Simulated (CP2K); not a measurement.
Consider trimethylphosphine oxide at its PBE geometry (Å).

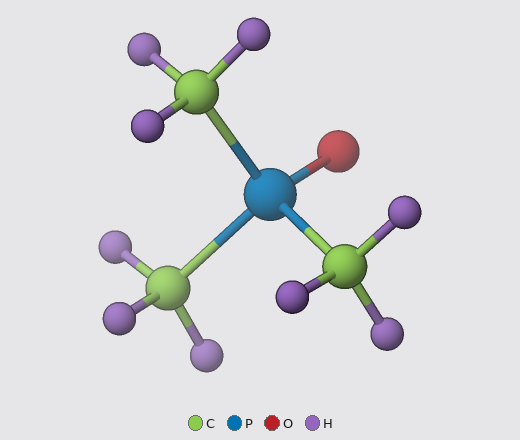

The molecule (carbon green, phosphorus blue, oxygen red, hydrogen purple).

```xyz
14

C     1.6170    0.0894   -0.3822
P     0.0966   -0.1929    0.5734
C    -0.8695   -1.3513   -0.4420
C    -0.8099    1.3817    0.4761
O     0.3380   -0.6677    1.9659
H     1.4072    0.4444   -1.4005
H     2.2356    0.8305    0.1404
H     2.1782   -0.8527   -0.4368
H    -1.8391   -1.5295    0.0407
H    -1.0340   -0.9706   -1.4593
H    -0.3293   -2.3055   -0.4967
H    -0.9693    1.7043   -0.5620
H    -0.2397    2.1533    1.0102
H    -1.7820    1.2665    0.9730
```

Method: CP2K XAS_TDP, all-electron GAPW, PBEh(45%), aug-cc-pVDZ, TDA, no relativity.

Q: Predict the bright core excitations at the C K edge.

Leading lines: C1 284.51 eV. The leading line of an atom is its first one with 35 % of the strongest within 2.5 eV of its lowest line over the strength cut. 

The first six lines of each atom with a strength over 0.0015:

```tsv
atom	energy (eV)	states	strength, one atom
C1 (bonded to P and 3 H), 3 alike	283.76	1	0.0063
	284.51	1	0.0189
	284.67	1	0.0216
	285.14	1	0.0016
	285.22	1	0.0199
	286.00	1	0.0027
```

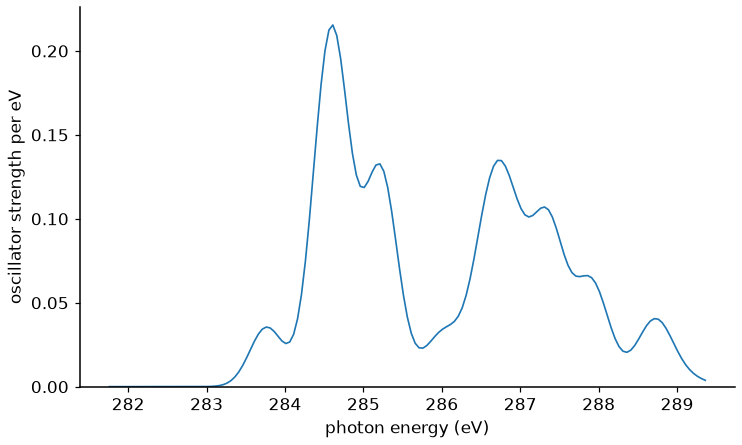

All atoms added, broadened by 0.5 eV.

Lines are vertical, at one geometry, with no vibrational structure. Without a correction of the core level, line positions, and the gaps between valence and Rydberg lines, follow the share of exact exchange. At this level such K lines come out 3 to 6 eV under measured ones. These values hold no scalar relativity, about 0.1 eV for C 1s. Rydberg lines, and the discretised continuum above threshold, depend on the basis and the box.

[Banner, clock and machine lines of the logs are left out without a mark of their own.]

[Logs are printed without paths, hosts, clocks, repeated set-up lines and the standing remarks that a program may print on its own settings, such as how far it seeks lower states.]

[Hosts, paths, dates, database ids (printed as entryN), source tags and the programs' standing remarks are cut or masked in the printed files.]
